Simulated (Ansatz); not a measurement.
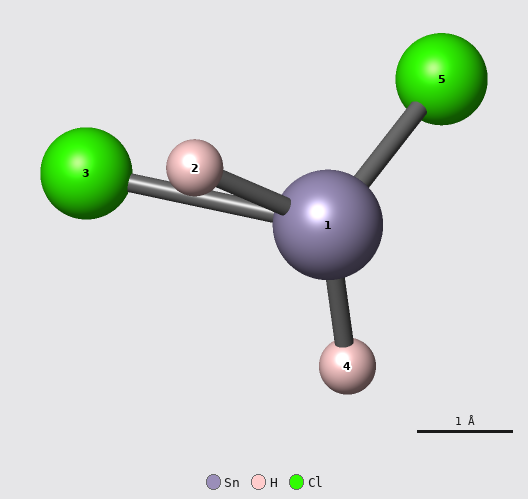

Fig. 1: The input geometry (ball-and-stick view, seen at a tilt; atoms are numbered from 1 in the order of the input). Sticks mark near contacts.

**Run report: SnH2Cl2, frequency calculation**

System: SnH2Cl2.
Method: RKS PBE0/def2-SVP (Ansatz 0.2.0).

It belongs to a series of runs on one base structure; here: vibrations at the highest image of the band. Figures and captions count atoms from 1; the log counts them from 0 in places.

### Input
```yaml
crystal:
  periodic: [false, false, false]
  atoms:
    - { symbol: Sn, position_ang: [-0.300519, 0.079549, 0.404785] }
    - { symbol: H, position_ang: [0.969585, -0.07801, 1.648339] }
    - { symbol: Cl, position_ang: [2.329462, -0.027062, 0.514611] }
    - { symbol: H, position_ang: [-0.568406, 1.335218, -0.746173] }
    - { symbol: Cl, position_ang: [-0.953222, -1.856493, -0.776263] }
basis:
  gaussian: { orbitals: def2-SVP }
hamiltonian:
  xc: pbe0
phonons: {}
```

Hardware: 1 thread of Arm Neoverse V1, 24 GiB of memory available, shared host.

Run as:
```bash
ansatz run input.yaml --threads 1 --pin off --max-ram 2048MiB --backend cpu --events-out ev --progress --plain --runs-dir out
```

### Log
```
Engine: ansatz 0.2.0, aarch64-unknown-linux-gnu
Functional definition: PBE0
  parameter a = 0.25
  parameter kappa = 0.804
  parameter beta = 0.06672455060314922
  exchange = (1 - a)*pbe_x(kappa = kappa, mu = beta*pi^2/3) + a*exact_x
  correlation = pbe_c(beta = beta)
821 factors; integrals over basis functions are off by at most 2.6e-4 eV
mean field evaluation 1: about -30892.3211 eV, gradient 1.8e1 eV
mean field evaluation 2: about -30890.3076 eV, gradient 3.1e1 eV
mean field evaluation 4: about -30893.3607 eV, gradient 1.4e0 eV
mean field evaluation 8: about -30893.3694 eV, gradient 1.1e-2 eV
mean field -30893.36939176 eV, -1135.3103848692 hartree, gradient 7.1e-6 eV, S^2 0.000000; 0 other end points of the search recorded, 0 dependent functions left out
the calculation of the forces begins
reference -30893.36941716 eV, -1135.3103858028 hartree; 29, 29 occupied and 43, 43 virtual orbitals, 821 factors
these checks for a lower state are left out or cut short: stability, starts, cluster_reference, orbital_swaps, neighbouring_geometries, increment
821 factors; integrals over basis functions are off by at most 2.6e-4 eV
mean field evaluation 16: about -30893.3676 eV, gradient 1.4e-1 eV
mean field -30893.36936718 eV, -1135.3103839659 hartree, gradient 1.3e-6 eV, S^2 0.000000; 0 other end points of the search recorded, 0 dependent functions left out
[... from here on the field's lines of each further geometry are left out, up to the last ...]
the calculation of the forces begins
reference -30893.36940541 eV, -1135.3103853709 hartree; 29, 29 occupied and 43, 43 virtual orbitals, 821 factors
these checks for a lower state are left out or cut short: stability, starts, cluster_reference, orbital_swaps, neighbouring_geometries, increment
821 factors; integrals over basis functions are off by at most 2.6e-4 eV
mean field evaluation 192: about -30893.3694 eV, gradient 1.6e-5 eV
mean field -30893.36937934 eV, -1135.3103844129 hartree, gradient 2.4e-6 eV, S^2 0.000000; 0 other end points of the search recorded, 0 dependent functions left out
the calculation of the forces begins
reference -30893.36940475 eV, -1135.3103853466 hartree; 29, 29 occupied and 43, 43 virtual orbitals, 821 factors
WARN: phonons: modes at or below zero, which the zero-point energy, F, S and C_V leave out: 1, the lowest at -1015.79 cm⁻¹. A minimum has none, and a first-order saddle one
Total energy: -30893.36941716 eV, -1135.3103858028 hartree
Atom 0 at    -0.300519     0.079549     0.404785 Å, force    -0.000167     0.000055    -0.000193 eV/Å
Atom 1 at     0.969585    -0.078010     1.648339 Å, force     0.000018    -0.000038     0.000050 eV/Å
Atom 2 at     2.329462    -0.027062     0.514611 Å, force     0.000017    -0.000138    -0.000037 eV/Å
Atom 3 at    -0.568406     1.335218    -0.746173 Å, force    -0.000071     0.000004     0.000046 eV/Å
Atom 4 at    -0.953222    -1.856493    -0.776263 Å, force     0.000204     0.000117     0.000134 eV/Å
Dipole moment:    -0.377832     0.412628     0.290381 e Å
Vibrations: -1015.79 85.85 274.24 372.43 465.35 495.43 622.77 1619.83 1884.79 cm⁻¹, zero-point energy 0.360837 eV
```

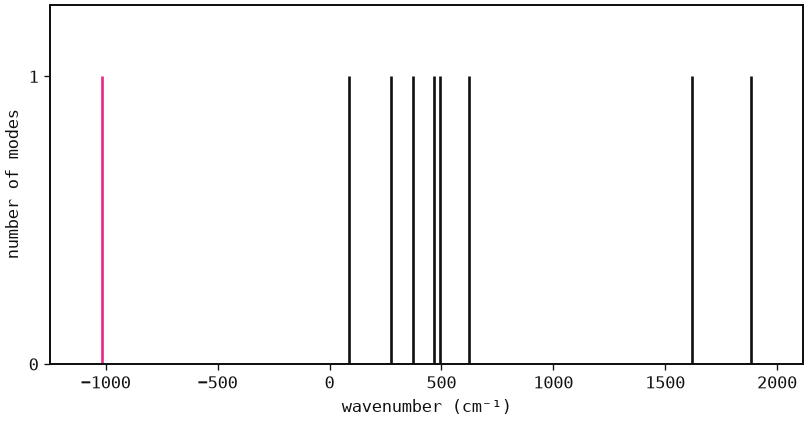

Fig. 2: Harmonic vibrational wavenumbers from the force constants; neighbouring modes closer than 13 cm⁻¹ are counted in one stick, and imaginary ones are drawn at negative wavenumbers. 9 modes from 1016i to 1885 cm⁻¹, 1 imaginary beyond 8i (1016i cm⁻¹): a first-order saddle point, if the geometry is stationary.

### Results in brief

| quantity | value |
| --- | --- |
| outcome | converged |
| total energy | −30893.3694 eV |
| mean-field energy | −30893.3694 eV |
| largest force (length of the vector) | under 0.001 eV/Å |
| wall time | 62 s |
| peak memory | 0.15 GiB |
